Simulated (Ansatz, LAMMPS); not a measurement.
# Molecular dynamics of a frame of liquid Mg44Si45Fe11 (at. %) from 1650 K, run at 300 K (62 atoms)

Aim: follow a frame of liquid Mg44Si45Fe11 (at. %) from 1650 K, run at 300 K (62 atoms) for a short time with forces from DFT, then look at structure and electrons in the last frame.

Calculated with Ansatz 0.2.0; Kohn-Sham DFT, PBE, PAW (set soft_2), plane waves.

## 1. Set-up

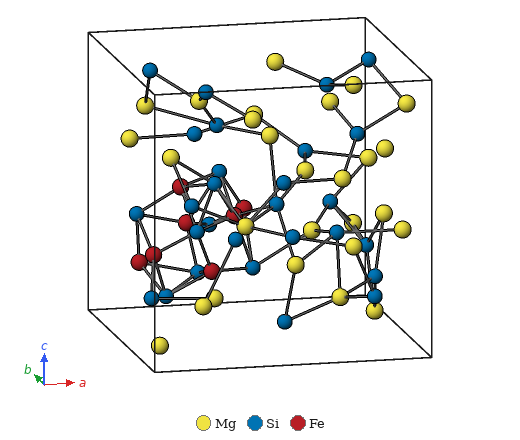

The starting structure, seen slightly off an axis (magnesium yellow, silicon blue, iron red). Bonds to atoms that aren't drawn are left out.

The cell holds 62 atoms: 27 Mg, 28 Si and 7 Fe. Cell: a = 12.196 Å, b = 12.196 Å, c = 12.196 Å, α = 90.0°, β = 90.0°, γ = 90.0°. 62 atoms (27 Mg, 28 Si, 7 Fe) placed at random at 2.32 g/cm³, melted at 2000 K for 10 ps at fixed volume with the MEAM Al-Si-Mg-Cu-Fe potential (Jelinek et al., Phys. Rev. B 85, 245102 (2012)). Snapshot at the end of a hold of 10 ps at 1650 K and zero pressure.

What the set-up can't give: The starting topology of bonds comes from the classical model, and needn't be the one that DFT or experiment would give. The cell was made at 1650 K but the dynamics is set to 300 K: the trajectory isn't one at 1650 K. The Brillouin zone is sampled at Γ only, in a cell whose shortest periodic width is 12 Å.

## 2. Single point at the start

The forces at the start show how far the geometry lies from a minimum of this functional.

The input, input.yaml:

```yaml
crystal:
  lattice:
    - [12.19631, 0.0, 0.0]
    - [0.0, 12.19631, 0.0]
    - [0.0, 0.0, 12.19631]
  atoms:
    - { symbol: Mg, position: [0.75239, 0.14237, 0.96349] }
    - { symbol: Mg, position: [0.95056, 0.98036, 0.26666] }
    - { symbol: Mg, position: [0.75668, 0.36114, 0.14943] }
    - { symbol: Mg, position: [0.18439, 0.03587, 0.22016] }
    [... 52 atom lines left out ...]
    - { symbol: Fe, position: [0.13352, 0.57397, 0.28734], spin: 2.2 }
    - { symbol: Fe, position: [0.13129, 0.78172, 0.21398], spin: 2.2 }
    - { symbol: Fe, position: [0.34164, 0.56499, 0.21909], spin: 2.2 }
    - { symbol: Fe, position: [0.42771, 0.58467, 0.41059], spin: 2.2 }
    - { symbol: Fe, position: [0.24406, 0.62805, 0.51442], spin: 2.2 }
    - { symbol: Fe, position: [0.50862, 0.78179, 0.38823], spin: 2.2 }
magnetization:
  spin_polarized: true
kpoints:
  mp_grid: { grid: [1, 1, 1] }
hamiltonian:
  xc: pbe
scf:
  occupations: { method: fermi_dirac, width: 0.025 }
  lower_state_search: "off"
output:
  forces: true
```

Launch:

```sh
$ ansatz run input.yaml --threads 8 --pin off --max-ram 15872MiB --backend cpu --events-out ev --progress --plain --runs-dir out
```

The job ended after 86 s (8 threads of Arm Neoverse V1, shared host; peak memory 3.3 GiB).

Numbers from this run:

```yaml
free_energy: -101073.4513 eV
free_energy_per_atom: -1630.2170 eV/atom
scf_cycles: 65
r_m_s_force_component: 0.5547 eV/Å
longest_force: 2.42 eV/Å
fermi_energy: 3.591 eV
total_moment: 12.43 μB
absolute_moment: 17.96 μB
```

The r.m.s. force component of 0.55 eV/Å sets the starting point.

Length of the force by element:

| element | coordination | atoms | mean length of the force (eV/Å) | spread | least | most |
| --- | --- | --- | --- | --- | --- | --- |
| Fe | all | 7 | 0.850 | 0.625 | 0.147 | 1.77 |
| Mg | all | 27 | 0.690 | 0.472 | 0.171 | 2.20 |
| Si | all | 28 | 0.957 | 0.422 | 0.202 | 2.42 |

## 3. Dynamics started at 300 K

A Nosé–Hoover thermostat steers the temperature while disturbing the dynamics little. The time step is 2.0 fs.

Edit input.yaml of step 2 so:

```diff
@@ -18 +18,8 @@
   forces: true
+md:
+  timestep: 2.0
+  n_steps: 60
+  ensemble: nvt_nose_hoover
+  temperature: 300
+  initial_velocities: maxwell_boltzmann
+  seed: 4860
```

Wall time 39 min (8 threads); peak memory 3.3 GiB.

The program notes that it switched symmetry off.

The trajectory, sampled:

| time (fs) | T (K) | potential (meV/atom) | conserved (meV/atom) |
| --- | --- | --- | --- |
| 0.0 | 300 | 0.0 | 0.00 |
| 8.0 | 378 | -10.0 | -0.02 |
| 16.0 | 522 | -28.6 | -0.05 |
| 24.0 | 680 | -49.7 | -0.06 |
| 32.0 | 811 | -69.2 | -0.07 |
| 40.0 | 886 | -84.2 | -0.09 |
| 48.0 | 889 | -92.1 | -0.10 |
| 56.0 | 841 | -93.5 | -0.08 |
| 64.0 | 805 | -95.2 | -0.06 |
| 72.0 | 818 | -102.6 | -0.10 |
| 80.0 | 829 | -109.8 | -0.11 |
| 88.0 | 821 | -115.2 | -0.09 |
| 96.0 | 833 | -123.7 | -0.09 |
| 104.0 | 863 | -135.5 | -0.12 |
| 112.0 | 870 | -144.9 | -0.14 |
| 120.0 | 826 | -148.0 | -0.13 |

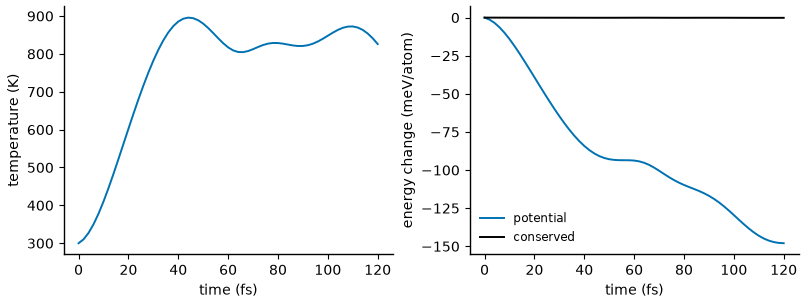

Temperature and energies against time.

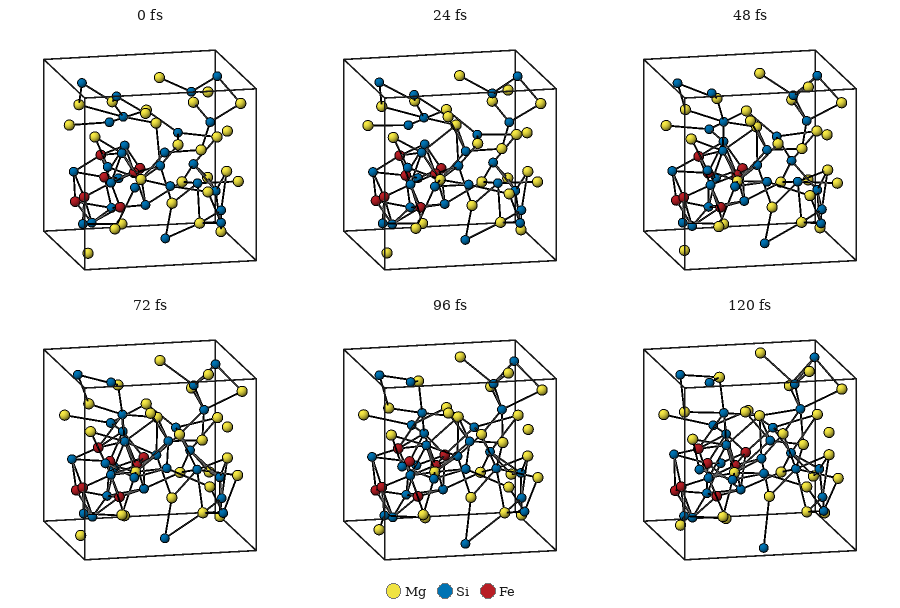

6 frames of the run. Bonds to atoms that aren't drawn are left out.

Mean square displacement from the first frame to the last: Mg 0.73 Å², Si 0.43 Å², Fe 0.17 Å².

Table of mean square displacement by time lag:

| time lag (fs) | Fe (Å²) | Mg (Å²) | Si (Å²) |
| --- | --- | --- | --- |
| 2.0 | 1.3e-4 | 3.2e-4 | 2.6e-4 |
| 8.0 | 0.00209 | 0.00511 | 0.00421 |
| 14.0 | 0.00637 | 0.0157 | 0.0128 |
| 20.0 | 0.0129 | 0.0321 | 0.0258 |
| 28.0 | 0.0245 | 0.0626 | 0.0491 |
| 32.0 | 0.0313 | 0.0812 | 0.0629 |
| 40.0 | 0.0464 | 0.125 | 0.0936 |
| 46.0 | 0.0585 | 0.162 | 0.119 |
| 52.0 | 0.0708 | 0.203 | 0.144 |
| 60.0 | 0.0870 | 0.262 | 0.179 |

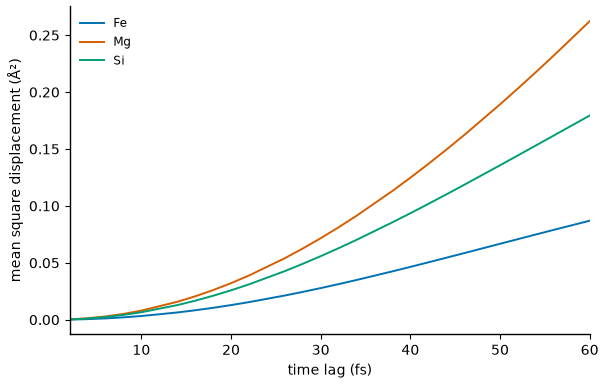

Mean square displacement, plotted against time lag.

Over the second half of 120 fs the temperature averages 834 K, rising from about 811 to 857 K (means over the first and last quarter of that half). The conserved energy stays within 0.14 meV/atom. From first frame to last Mg has the largest mean square displacement, 0.73 Å² at the end; the farthest move is 1.46 Å. The mean temperature of 834 K lies well off the 300 K of the input, so the thermostat hasn't yet brought the run to equilibrium. The run spans 0.12 ps, too short for its means to be equilibrium values.

## 4. Local order late in the run

The g(r) is a mean over the second half.

Density 1.68 g/cm³, 29.26 Å³ an atom.

Mean of 17 frames. g(r), total and by pair (bins of 0.2 Å):

| r (Å) | total | Si-Si | Si-Mg | Si-Fe | Mg-Mg | Mg-Fe | Fe-Fe |
| --- | --- | --- | --- | --- | --- | --- | --- |
| 2.10 | 0.05 | 0.14 | 0.00 | 0.18 | 0.00 | 0.00 | 0.00 |
| 2.30 | 1.46 | 2.46 | 0.03 | 7.65 | 0.00 | 0.00 | 13.25 |
| 2.50 | 1.90 | 3.59 | 0.61 | 7.18 | 0.00 | 0.00 | 15.51 |
| 2.70 | 1.89 | 1.52 | 2.83 | 3.15 | 0.08 | 0.50 | 6.11 |
| 2.90 | 1.60 | 0.55 | 2.92 | 0.78 | 0.13 | 1.16 | 9.79 |
| 3.10 | 1.45 | 0.63 | 1.98 | 1.09 | 1.37 | 1.10 | 4.77 |
| 3.30 | 1.25 | 0.61 | 1.57 | 0.76 | 1.92 | 0.35 | 1.92 |
| 3.50 | 0.84 | 0.78 | 0.65 | 0.35 | 1.71 | 0.44 | 1.84 |
| 3.70 | 0.82 | 0.63 | 0.46 | 1.01 | 1.46 | 1.06 | 2.32 |
| 3.90 | 1.03 | 0.72 | 0.91 | 1.27 | 1.52 | 0.94 | 0.92 |
| 4.10 | 1.04 | 1.41 | 0.72 | 1.46 | 0.99 | 0.76 | 4.90 |
| 4.30 | 1.06 | 1.44 | 0.76 | 1.57 | 1.15 | 0.74 | 0.94 |
| 4.50 | 1.00 | 1.10 | 0.88 | 1.82 | 0.85 | 0.79 | 0.27 |
| 4.70 | 1.06 | 1.18 | 0.98 | 2.08 | 0.96 | 0.40 | 0.00 |
| 4.90 | 1.11 | 1.05 | 1.20 | 1.23 | 1.10 | 0.75 | 1.23 |
| 5.10 | 1.00 | 1.03 | 0.93 | 0.70 | 1.02 | 1.57 | 0.26 |
| 5.30 | 0.98 | 0.97 | 0.85 | 1.16 | 1.07 | 1.19 | 0.61 |
| 5.50 | 0.96 | 0.95 | 1.04 | 0.39 | 1.05 | 1.05 | 0.86 |
| 5.70 | 0.94 | 1.00 | 1.00 | 0.63 | 0.99 | 0.94 | 0.27 |
| 5.90 | 0.94 | 0.93 | 0.88 | 0.92 | 0.95 | 1.32 | 0.00 |

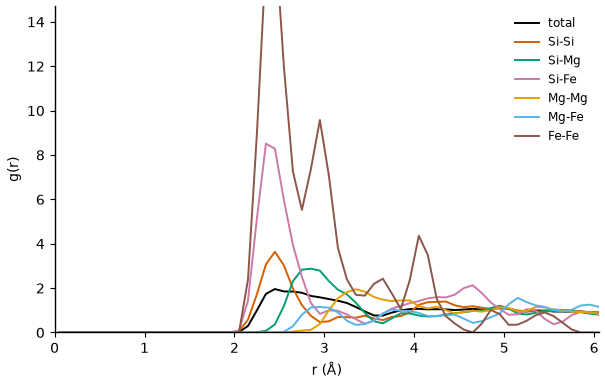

Pair distribution functions, lightly smoothed, with peaks cut at 14.

## 5. Single point at the last frame

The last frame is solved once more, with the analyses that the dynamics left out.

The input, input.yaml:

```yaml
crystal:
  lattice:
    - [12.19631, 0.0, 0.0]
    - [0.0, 12.19631, 0.0]
    - [0.0, 0.0, 12.19631]
  atoms:
    - { symbol: Mg, position: [0.7685, 0.17692, 0.01574] }
    - { symbol: Mg, position: [0.97468, 0.93908, 0.2235] }
    - { symbol: Mg, position: [0.80294, 0.38052, 0.15029] }
    - { symbol: Mg, position: [0.22204, 0.99566, 0.24011] }
    [... 52 atom lines left out ...]
    - { symbol: Fe, position: [0.12122, 0.59426, 0.28541], spin: 2.2 }
    - { symbol: Fe, position: [0.12987, 0.77536, 0.22059], spin: 2.2 }
    - { symbol: Fe, position: [0.32481, 0.57818, 0.22291], spin: 2.2 }
    - { symbol: Fe, position: [0.43007, 0.56932, 0.39938], spin: 2.2 }
    - { symbol: Fe, position: [0.22037, 0.58914, 0.50164], spin: 2.2 }
    - { symbol: Fe, position: [0.53605, 0.75579, 0.42671], spin: 2.2 }
magnetization:
  spin_polarized: true
kpoints:
  mp_grid: { grid: [1, 1, 1] }
hamiltonian:
  xc: pbe
scf:
  occupations: { method: fermi_dirac, width: 0.025 }
  lower_state_search: "off"
output:
  forces: true
  stress: true
  populations: true
  dos:
    method: { smearing: { sigma: 0.15 } }
    de: 0.1
    projected: { site_lists: { Fe: [Fe], Mg: [Mg], Si: [Si] } }
  eigenvalues: true
  write_density: true
  write_potential: true
  volumetric_format: npy
```

It took 97 s on 8 threads; peak memory 3.4 GiB; 12 min of CPU time.

The program notes that the exchange-correlation potential is rough where the density is thin.

Numbers from this run:

| Property | Result |
| --- | --- |
| free energy | -101082.6253 eV |
| free energy per atom | -1630.3649 eV/atom |
| SCF cycles | 66 |
| pressure | -4.121 GPa |
| r.m.s. force component | 0.3997 eV/Å |
| longest force | 1.421 eV/Å |
| Fermi energy | 3.717 eV |
| levels partly filled by over 2 per cent | 7 |
| total moment | 14.41 μB |
| absolute moment | 18.07 μB |
| spilling of the projection | 0.01673 |

Length of the force by element:

| element | coordination | atoms | mean length of the force (eV/Å) | spread | least | most |
| --- | --- | --- | --- | --- | --- | --- |
| Fe | all | 7 | 0.803 | 0.271 | 0.312 | 1.29 |
| Mg | all | 27 | 0.437 | 0.233 | 0.111 | 1.10 |
| Si | all | 28 | 0.758 | 0.267 | 0.307 | 1.42 |

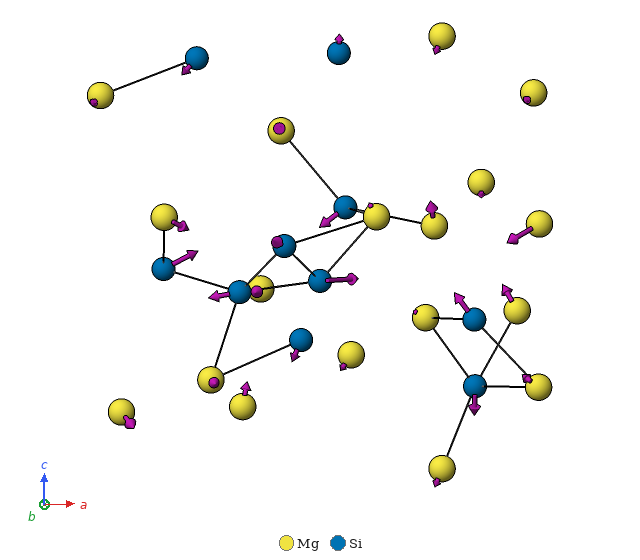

Forces as arrows; the longest in the cell is 1.42 eV/Å. Drawn is a slice 7 Å thick, seen along the normal of the ac plane. Bonds to atoms that aren't drawn are left out.

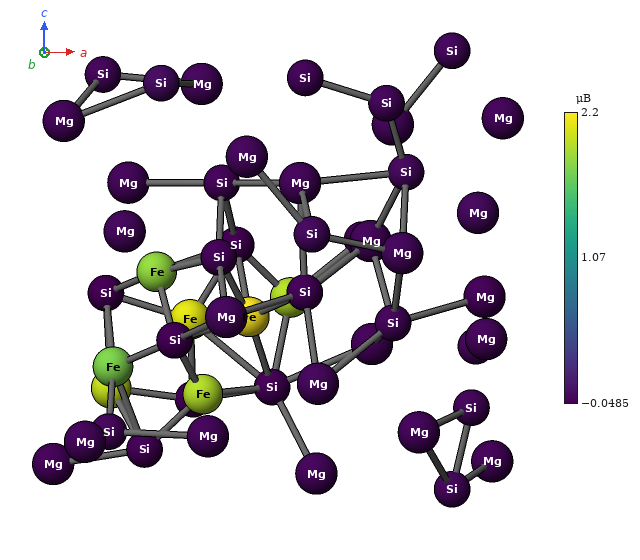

Atoms coloured by their magnetic moment. Drawn is a slice 8 Å thick, seen along the normal of the ac plane. Bonds to atoms that aren't drawn are left out.

Magnetic moments by element:

| element | coordination | atoms | mean moment (μB) | spread | least | most |
| --- | --- | --- | --- | --- | --- | --- |
| Fe | all | 7 | 1.97 | 0.137 | 1.76 | 2.19 |
| Mg | all | 27 | 4.0e-4 | 0.0087 | -0.0174 | 0.0163 |
| Si | all | 28 | -0.0076 | 0.021 | -0.0485 | 0.0335 |

States in the cell by windows of 1 eV, zero at the Fermi level; the larger projections on atomic orbitals stand beside the total:

| from (eV) | to (eV) | total up | total down | Si p | Fe d | Si s | Mg s |
| --- | --- | --- | --- | --- | --- | --- | --- |
| -14 | -12 | 0.0 | 0.0 | 0.0 | 0.0 | 0.0 | 0.0 |
| -12 | -11 | 0.5 | 0.5 | 0.2 | 0.0 | 0.7 | 0.1 |
| -11 | -10 | 2.5 | 2.6 | 0.9 | 0.0 | 3.3 | 0.2 |
| -10 | -9 | 3.9 | 3.9 | 1.3 | 0.1 | 5.5 | 0.5 |
| -9 | -8 | 4.8 | 4.7 | 2.0 | 0.2 | 6.2 | 0.6 |
| -8 | -7 | 7.3 | 7.0 | 3.0 | 0.4 | 9.3 | 1.2 |
| -7 | -6 | 4.7 | 4.7 | 2.6 | 0.5 | 5.4 | 0.6 |
| -6 | -5 | 4.3 | 4.6 | 2.7 | 0.5 | 4.7 | 0.7 |
| -5 | -4 | 8.4 | 6.7 | 8.4 | 1.9 | 1.3 | 2.5 |
| -4 | -3 | 18.3 | 13.5 | 17.0 | 6.4 | 2.1 | 5.3 |
| -3 | -2 | 22.8 | 16.2 | 17.6 | 12.8 | 1.8 | 5.2 |
| -2 | -1 | 24.9 | 20.5 | 18.5 | 17.0 | 1.8 | 5.2 |
| -1 | 0 | 15.5 | 18.7 | 14.9 | 9.2 | 1.7 | 4.5 |
| 0 | 1 | 15.3 | 23.4 | 12.5 | 10.6 | 2.2 | 6.1 |
| 1 | 2 | 17.2 | 20.2 | 12.0 | 4.7 | 2.2 | 6.6 |
| 2 | 3 | 18.6 | 19.3 | 10.6 | 2.0 | 1.6 | 4.2 |

The stored curve holds about 221 of the 494 electrons; the rest, give or take the few that broadening carries across the Fermi level, lie in deeper levels below its range.

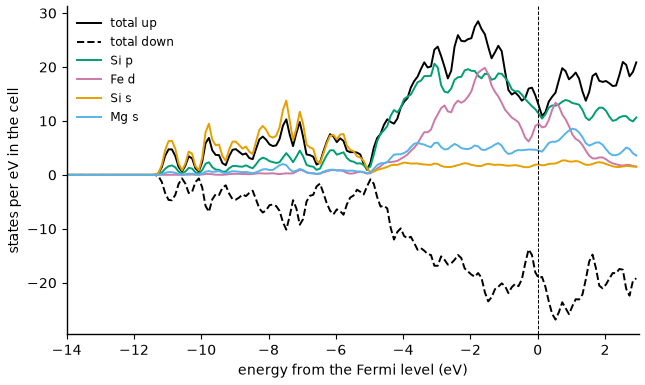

Total and projected density of states, with the broadening of the input. Down spins are drawn downwards.

The levels nearest the highest filled one (over half full), pooled over k-points and spins:

| level less the highest filled one (eV) | occupation |
| --- | --- |
| -0.159 | 1 |
| -0.129 | 0.999 |
| -0.0929 | 0.995 |
| -0.0698 | 0.988 |
| -0.0302 | 0.943 |
| 0 | 0.831 |
| 0.0432 | 0.465 |
| 0.0592 | 0.315 |
| 0.0593 | 0.314 |
| 0.0995 | 0.084 |
| 0.106 | 0.065 |
| 0.196 | 0.002 |

The cell holds a total moment of 14.4 μB; no search proves this magnetic order the lowest.

## 6. Summary of results

| Quantity | Value |
| --- | --- |
| mean temperature, second half | 834.1 K |
| temperature swing, second half | 20.78 K |
| slope of the conserved energy against time, by least squares | -0.8602 meV/atom/ps |
| free energy per atom | -1630.3649 eV/atom |
| pressure | -4.121 GPa |
| r.m.s. force component | 0.3997 eV/Å |
| wall time of the 3 DFT runs | 42 min |

In words: Over the second half of 120 fs the temperature averages 834 K, rising from about 811 to 857 K (means over the first and last quarter of that half). The conserved energy stays within 0.14 meV/atom. The mean temperature of 834 K lies well off the 300 K of the input, so the thermostat hasn't yet brought the run to equilibrium. The run spans 0.12 ps, too short for its means to be equilibrium values. 7 levels are partly filled, by over 2 % (at Γ alone): no clear gap opens at this level. The cell holds a total moment of 14.4 μB; no search proves this magnetic order the lowest.

**Limits.** In the spin-polarised runs the search for a state of lower energy was switched off. The run was spin polarised, started with 7 parallel moments, ending at 14.4 μB in the cell; that starting order needn't be the real material's, and it bears on forces, charges and levels. The moments were started parallel, whereas the real liquid is a paramagnet at this temperature. The pressure of -4.1 GPa is that of one thermal frame at a volume set beforehand, without the kinetic term.

[Logs are printed without paths, hosts, clocks, repeated set-up lines and the standing remarks that a program may print on its own settings, such as how far it seeks lower states.]

[Hosts, paths, dates, database ids (printed as entryN), source tags and the programs' standing remarks are cut or masked in the printed files.]
